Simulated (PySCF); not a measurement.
## Run report: O3, excited-state calculation

- system: O3 (ozone)
- method: TDDFT PBE0/def2-TZVPD, vertical, gas phase, core orbitals frozen in the response (PySCF 2.14.0)

The geometry comes from this level: PBE0-D3(BJ)/def2-SVP.

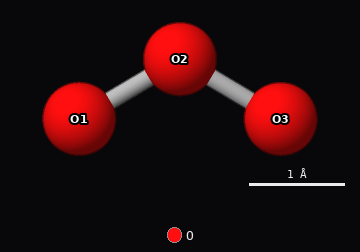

**Figure 1.** The input geometry (ball-and-stick view, seen on its broad side; atoms are numbered from 1 in the order of the input). Bond lengths as drawn: O–O 1.23 Å.

## Key numbers

```tsv
quantity	value
outcome	converged
total energy	−225.280573 hartree
HOMO	−9.71 eV
LUMO	−4.85 eV
dipole moment	0.68 D
mean polarisability	18.30 a.u.
lowest singlet excitation	2.23 eV
hardware	1 CPU thread, shared host
wall time	2.8 s
peak memory	0.4 GiB
```

## Input
```
{"job": {"kind": "uv", "xc": "PBE0", "basis": "def2-TZVPD"}, "charge": 0, "multiplicity": 1}
O     -1.011916    -0.401259     0.060550
O     -0.062267     0.380901    -0.035655
O      1.080743    -0.081921    -0.069896
```

The first line tells a small driver script what to run in PySCF; the rest is the geometry in Å.

Command:
```bash
OMP_NUM_THREADS=1 python <driver script> task.json out
```

## Log
```
coarse grid: 3264 points
cycle   1  E = -225.1569108925  dE =  7.314e-01  |g| = 8.621e-01  |ddm| = 1.684e+00
cycle   2  E = -224.8217334111  dE =  3.352e-01  |g| = 1.725e+00  |ddm| = 9.968e-01
cycle   3  E = -225.2770638310  dE = -4.553e-01  |g| = 5.951e-02  |ddm| = 6.370e-01
cycle   4  E = -225.2775463450  dE = -4.825e-04  |g| = 2.125e-02  |ddm| = 4.652e-02
cycle   5  E = -225.2774305685  dE =  1.158e-04  |g| = 3.134e-02  |ddm| = 2.274e-02
cycle   6  E = -225.2776172702  dE = -1.867e-04  |g| = 2.701e-03  |ddm| = 1.642e-02
cycle   7  E = -225.2776185884  dE = -1.318e-06  |g| = 5.824e-04  |ddm| = 1.627e-03
final grid: 33624 points
cycle   8  E = -225.2805681790  dE = -1.358e-05  |g| = 5.475e-03  |ddm| = 1.705e-02
cycle   9  E = -225.2805695249  dE = -1.346e-06  |g| = 4.377e-03  |ddm| = 4.975e-03
cycle  10  E = -225.2805724227  dE = -2.898e-06  |g| = 1.267e-03  |ddm| = 2.427e-03
cycle  11  E = -225.2805726562  dE = -2.334e-07  |g| = 4.323e-04  |ddm| = 6.750e-04
cycle  12  E = -225.2805726769  dE = -2.077e-08  |g| = 2.871e-04  |ddm| = 3.325e-04
cycle  13  E = -225.2805726918  dE = -1.485e-08  |g| = 1.012e-05  |ddm| = 1.332e-04
cycle  14  E = -225.2805726918  dE = -1.870e-11  |g| = 2.241e-06  |ddm| = 8.409e-06
```

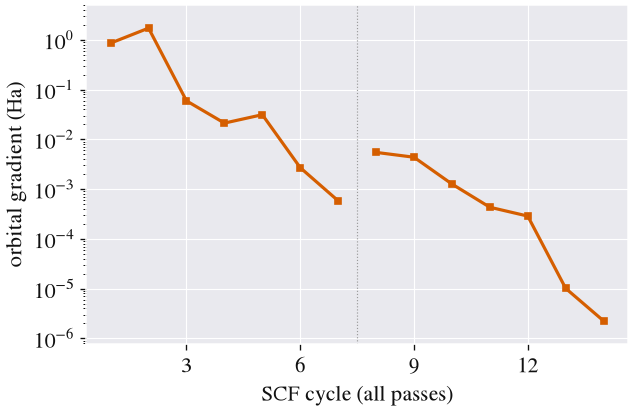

**Figure 2.** Convergence of the self-consistent field: orbital gradient against the SCF cycle. The dotted line marks the change from a coarse to the final integration grid. The first 7 cycles use a coarse grid, the final grid takes over at cycle 8, and the field converges after 14 cycles in all.

```
converged SCF energy = -225.2805726918

Static polarisability (au): isotropic 18.297, principal 11.473 13.566 29.851

Singlet excitations
state   eV       nm        f      main configurations
  1   2.2317    555.6   0.00002   H->L 1.00
  2   2.5544    485.4   0.00000   H-1->L 1.00
  3   5.6467    219.6   0.13531   H-2->L 0.93
  4   9.5487    129.8   0.00266   H->L+1 0.92
  5   9.5989    129.2   0.00207   H-4->L 0.99
  6   9.6153    128.9   0.02562   H->L+3 0.76, H->L+5 0.10
  7   9.7062    127.7   0.00000   H-3->L 0.97
  8   9.7924    126.6   0.01539   H->L+2 0.50, H-1->L+1 0.39, H-1->L+3 0.10
  9  10.0529    123.3   0.01044   H-1->L+1 0.52, H-1->L+3 0.18, H->L+2 0.17
 10  10.3100    120.3   0.01048   H->L+4 0.99

Triplet excitations (Tamm-Dancoff, eV): 1.3699 1.5677 1.8387 8.1263
```

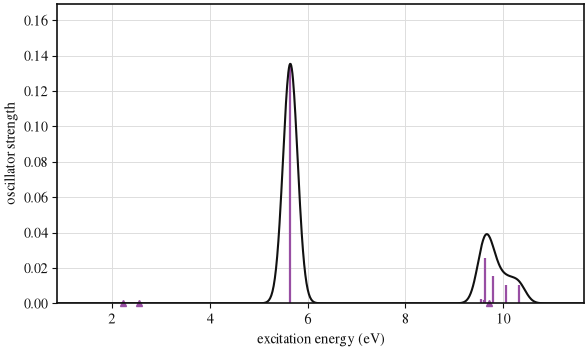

**Figure 3.** Computed excitations as sticks (degenerate states added up, dark ones marked on the axis), with a Gaussian envelope of 0.35 eV full width at half maximum, scaled to the tallest. Of the 10 states the lowest lies at 2.23 eV (f = 0.000); the strongest line is at 5.65 eV, or 220 nm (f = 0.135).

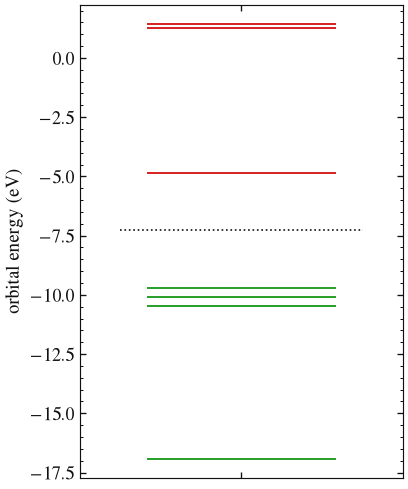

**Figure 4.** Orbital energies near the frontier; the dotted line parts filled from empty levels, and levels within 0.02 eV of each other stand side by side. Highest filled −9.71 eV, lowest empty −4.85 eV, 4.86 eV apart.
